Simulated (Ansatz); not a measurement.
**C2H6B (SMILES [CH2]BC): UCCSD/6-311+G(d,p)**

What is the electronic atomisation energy of C2H6B at UCCSD/6-311+G**? 

The calculation is run with Ansatz 0.2.0.

45 further runs of the same task are left out: 45 set aside as unsound or not needed.

## 1. The system as given

C2H6B: 9 atoms, total charge 0, spin state doublet. SMILES: `[CH2]BC`. Geometry: relaxed at PBE0-D4/def2-TZVP. This is one conformer, not always the lowest.

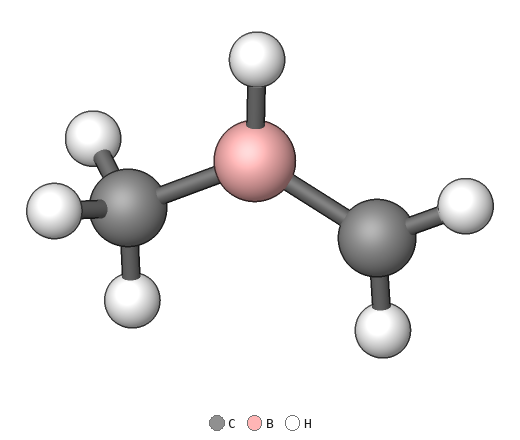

The structure, seen from a chosen angle (carbon grey, boron pink, hydrogen white).

## 2. The energy at UCCSD/6-311+G(d,p)

File input.yaml:

```yaml
crystal:
  periodic: [false, false, false]
  atoms:
    - {symbol: C, position_ang: [-0.840100, 0.743300, -1.023500]}
    - {symbol: B, position_ang: [0.191800, 0.540800, 0.089100]}
    - {symbol: C, position_ang: [0.525000, -0.860100, 0.691800]}
    - {symbol: H, position_ang: [-1.406600, -0.078400, -1.457800]}
    - {symbol: H, position_ang: [-1.074500, 1.714900, -1.450600]}
    - {symbol: H, position_ang: [0.769100, 1.506600, 0.513000]}
    - {symbol: H, position_ang: [-0.036500, -1.695300, 0.267500]}
    - {symbol: H, position_ang: [1.596100, -1.069200, 0.576400]}
    - {symbol: H, position_ang: [0.364200, -0.849200, 1.777100]}
basis:
  gaussian:
    orbitals: 6-311+G_st__st_.json
accuracy: high
correlation:
  method: ccsd
  frozen_orbitals: {B: 1, C: 1, H: 0}
magnetization:
  spin_polarized: true
  initial_magnetization: 1
scf:
  omitted_lower_state_checks: [cluster_reference, increment]
```

The basis set 6-311+G** is read from a file made from the Basis Set Exchange's data (not shown).

Started as:

```
$ ansatz run input.yaml --threads 1 --pin off --max-ram 3480MiB --events-out events.jsonl --progress --plain --runs-dir runs
```

Log, shortened:

```text
Warning: RAYON_NUM_THREADS=1 ignored (pool sized by the plan → 1); use --threads N
Functional definition: HF
  name "HF"
[...]
2069 factors; integrals over basis functions are off by at most 3.6e-9 eV
[...]
mean field -2827.33196463 eV, -103.9025332658 hartree, gradient 1.9e-8 eV, S^2 0.757546; 0 other end points of the search recorded, 0 dependent functions left out
3 core orbitals not correlated: weight in the atoms' cores, before any rotation towards them, 1.000 or more for the frozen orbitals, at most 0.000 for the correlated occupied ones
reference -2827.33196463 eV, -103.9025332658 hartree; 9, 8 occupied and 90, 91 virtual orbitals, 2069 factors
second order -9.93376118 eV of doubles, -0.00000000 eV of singles
cycle   1  -10.84227929 eV  change   -9.1e-1 eV  update   6.7e-2
[...]
cycle  23  -11.19901245 eV  change   3.8e-10 eV  update   1.7e-9
Total energy: -2838.53097708 eV, -104.3140893825 hartree
Checks for a lower state left out: cluster_reference, increment
```

Run time: 47 s. Hardware: 1 thread of Arm Neoverse V2, shared host; peak memory 1.6 GiB.

## 3. The B atom, same level

File molecule.yaml:

```yaml
basis:
  gaussian:
    orbitals: 6-311+G_st__st_.json
crystal:
  periodic: [false, false, false]
  atoms:
    - {symbol: B, position_ang: [0.000000, 0.000000, 0.000000]}
magnetization:
  spin_polarized: true
  initial_magnetization: 1
correlation:
  method: ccsd
  frozen_orbitals: {B: 1}
accuracy: high
scf:
  omitted_lower_state_checks: [cluster_reference, increment]
```

The basis set 6-311+G** is read from a file made from the Basis Set Exchange's data (not shown).

Run the same way, it converges to -24.59125 Eh (log not shown).

## 4. The C atom at the same level

File job.yaml:

```yaml
crystal:
  periodic: [false, false, false]
  atoms:
    - {symbol: C, position_ang: [0.000000, 0.000000, 0.000000]}
basis:
  gaussian:
    orbitals: 6-311+G_st__st_.json
correlation:
  method: ccsd
  frozen_orbitals: {C: 1}
scf:
  omitted_lower_state_checks: [cluster_reference, increment]
magnetization:
  spin_polarized: true
  initial_magnetization: 2
accuracy: high
```

The basis set 6-311+G** is read from a file made from the Basis Set Exchange's data (not shown).

Run the same way, it converges to -37.76650 Eh (log not shown).

## 5. The H atom: the energy at UHF/6-311+G(d,p)

File run.yaml:

```yaml
crystal:
  periodic: [false, false, false]
  atoms:
    - symbol: H
      position_ang: [0.000000, 0.000000, 0.000000]
basis:
  gaussian:
    orbitals: 6-311+G_st__st_.json
hamiltonian:
  xc: hf
accuracy: high
magnetization:
  spin_polarized: true
  initial_magnetization: 1
```

The basis set 6-311+G** is read from a file made from the Basis Set Exchange's data (not shown).

Started as:

```
$ ansatz run run.yaml --threads 1 --pin off --max-ram 3480MiB --events-out events.jsonl --progress --plain --runs-dir runs
```

Log:

```text
Warning: RAYON_NUM_THREADS=1 ignored (pool sized by the plan → 1); use --threads N
Functional definition: HF
  name "HF"
  exchange = exact_x
  correlation = 0
21 factors; integrals over basis functions are off by at most 2.5e-9 eV
mean field evaluation 1: about -13.5530 eV, gradient 1.7e0 eV
mean field evaluation 2: about -13.5530 eV, gradient 1.7e0 eV
mean field evaluation 4: about -13.6006 eV, gradient 3.0e-3 eV
mean field evaluation 8: about -13.6005 eV, gradient 1.7e-12 eV
mean field -13.60051793 eV, -0.4998098153 hartree, gradient 8.0e-8 eV, S^2 0.750000; 0 other end points of the search recorded, 0 dependent functions left out
reference -13.60051793 eV, -0.4998098153 hartree; 1, 0 occupied and 5, 6 virtual orbitals, 21 factors
Total energy: -13.60051793 eV, -0.4998098153 hartree
```

Wall time 0.02 s (1 thread of Arm Neoverse V2, shared host).

## 6. What came out

At UCCSD/6-311+G**, 3 core orbitals frozen:

| quantity | value |
| --- | --- |
| molecule: total energy | -104.31409 Eh |
| molecule: correlation energy (3 core orbitals frozen) | -411.6 mEh |
| molecule: ⟨S²⟩ of the reference determinant | 0.758 |
| molecule: T1 diagnostic | 0.011 |
| B atom: total energy | -24.59125 Eh |
| B atom: correlation energy (1 core orbital frozen) | -60.9 mEh |
| B atom: ⟨S²⟩ of the reference determinant | 0.757 |
| B atom: T1 diagnostic | 0.012 |
| C atom: total energy | -37.76650 Eh |
| C atom: correlation energy (1 core orbital frozen) | -76.9 mEh |
| C atom: ⟨S²⟩ of the reference determinant | 2.008 |
| C atom: T1 diagnostic | 0.008 |
| H atom: total energy | -0.49981 Eh |
| H atom: ⟨S²⟩ | 0.750 |
| electronic atomisation energy | 32.408 eV |

Taking the molecule apart into free atoms costs 32.41 eV (3127 kJ/mol), before zero-point energy and without spin-orbit coupling.
